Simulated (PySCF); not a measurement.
Run report: C$_{5}$H$_{3}$O$_{4}$ (charge −1), NMR shielding calculation

The run: NMR shielding calculation of C$_{5}$H$_{3}$O$_{4}$, charge −1, SMILES O=C(O)c1ccoc1[O-]. Method and program: GIAO PW91/def2-SVP NMR shielding, non-relativistic, gas phase (PySCF 2.14.0).

The geometry comes from this level: GFN2-xTB. It belongs to a series of runs on one base structure; here: PW91/def2-SVP; aux def2-universal-jkfit; conv 1e-06. Figures and captions count atoms from 1; the log counts them from 0 in places.

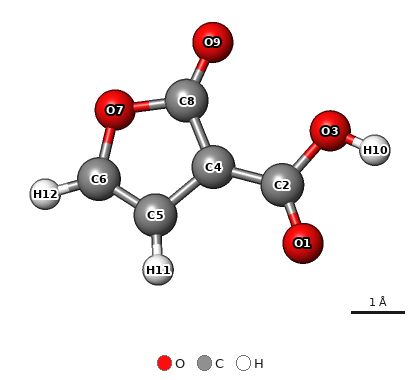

*The structure as given in the input (ball-and-stick view, seen at a tilt; atoms are numbered from 1 in the order of the input).*

Bond lengths as drawn: C–C 1.34 to 1.43 Å, C–H 1.07 Å, C–O 1.22 to 1.40 Å and H–O 0.97 Å.

## Results in brief

| quantity | value |
| --- | --- |
| outcome | converged |
| total energy | −492.783108 hartree |
| HOMO | 0.58 eV |
| LUMO | 4.10 eV |
| isotropic shielding, O | 25.3 to 151.2 ppm |
| isotropic shielding, C | 33.2 to 111.3 ppm |
| isotropic shielding, H | 25.8 to 28.8 ppm |
| hardware | 1 CPU thread, shared host |
| wall time | 56 s |
| peak memory | 0.74 GiB |

## Remarks

Settings chosen away from the usual ones: PW91/def2-SVP; aux def2-universal-jkfit; conv 1e-06. The highest filled orbital lies above zero: either the extra electron isn't bound at this level, or the self-interaction error of the functional lifts the level.

## Input
```
{"job": {"kind": "nmr", "xc": "PW91", "basis": "def2-SVP", "pop": false, "scf": {"aux": "def2-universal-jkfit", "conv": 1e-06}}, "charge": -1, "multiplicity": 1}
O      2.066969     0.896915     1.053241
C      1.524531     0.240509     0.162825
O      2.326123    -0.345619    -0.788026
C      0.140995     0.017981     0.006888
C     -0.870141     0.532704     0.882517
C     -2.056332     0.111759     0.412851
O     -1.906733    -0.650466    -0.716861
C     -0.540310    -0.728665    -1.000431
O     -0.168927    -1.364108    -1.976919
H      3.238440    -0.113933    -0.562947
H     -0.688580     1.141412     1.747212
H     -3.064838     0.260825     0.753624
```

The first line tells a small driver script what to run in PySCF; the rest is the geometry in Å.

Command:
```bash
OMP_NUM_THREADS=1 python <driver script> task.json out
```

## What the program printed
```
final grid: 116992 points
cycle   1  E = -492.3847240559  dE =  1.770e+00  |g| = 1.427e+00  |ddm| = 4.445e+00
cycle   2  E = -490.2590872584  dE =  2.126e+00  |g| = 3.392e+00  |ddm| = 7.913e+00
cycle   3  E = -492.6159799314  dE = -2.357e+00  |g| = 8.590e-01  |ddm| = 6.985e+00
cycle   4  E = -492.7701071809  dE = -1.541e-01  |g| = 2.578e-01  |ddm| = 1.150e+00
cycle   5  E = -492.7759113814  dE = -5.804e-03  |g| = 1.733e-01  |ddm| = 3.503e-01
cycle   6  E = -492.7824402106  dE = -6.529e-03  |g| = 4.913e-02  |ddm| = 2.264e-01
cycle   7  E = -492.7830231390  dE = -5.829e-04  |g| = 1.841e-02  |ddm| = 7.323e-02
cycle   8  E = -492.7831006724  dE = -7.753e-05  |g| = 5.380e-03  |ddm| = 2.343e-02
cycle   9  E = -492.7831079085  dE = -7.236e-06  |g| = 1.385e-03  |ddm| = 8.354e-03
cycle  10  E = -492.7831080845  dE = -1.760e-07  |g| = 1.211e-03  |ddm| = 2.797e-03
cycle  11  E = -492.7831083472  dE = -2.627e-07  |g| = 5.228e-04  |ddm| = 1.661e-03
converged SCF energy = -492.7831083472

GIAO shielding tensors (ppm)
atom      isotropic    diamagn.    paramagn.     s11        s22        s33       span
  0 O       25.256     401.452    -376.196   -112.920    -60.618    249.306    362.226
  1 C       37.157     256.699    -219.543    -39.627     63.041     88.056    127.683
  2 O      151.155     382.294    -231.139     52.724    123.975    276.767    224.044
  3 C      111.340     258.470    -147.130     79.518    100.961    153.541     74.023
  4 C       84.177     248.026    -163.849      3.134     91.867    157.532    154.398
  5 C       78.436     253.283    -174.847     16.968     98.385    119.955    102.987
  6 O       66.032     402.251    -336.219    -82.215     92.543    187.768    269.982
  7 C       33.184     256.556    -223.373    -46.358     61.599     84.311    130.670
  8 O       42.611     399.541    -356.930   -142.449    -60.600    330.881    473.330
  9 H       28.793      30.583      -1.790     23.879     27.451     35.049     11.169
 10 H       25.775      34.651      -8.876     24.837     24.994     27.494      2.656
 11 H       26.121      32.171      -6.050     24.345     26.438     27.581      3.236
```

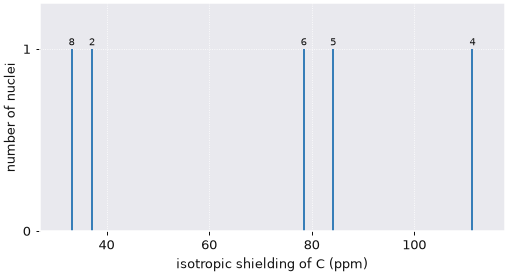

*Isotropic shieldings of the carbon nuclei in this fixed geometry, labelled by atom number; shielding grows to the right, so chemical shift grows to the left.*

The least shielded is C8 (33.2 ppm), the most shielded C4 (111.3 ppm).
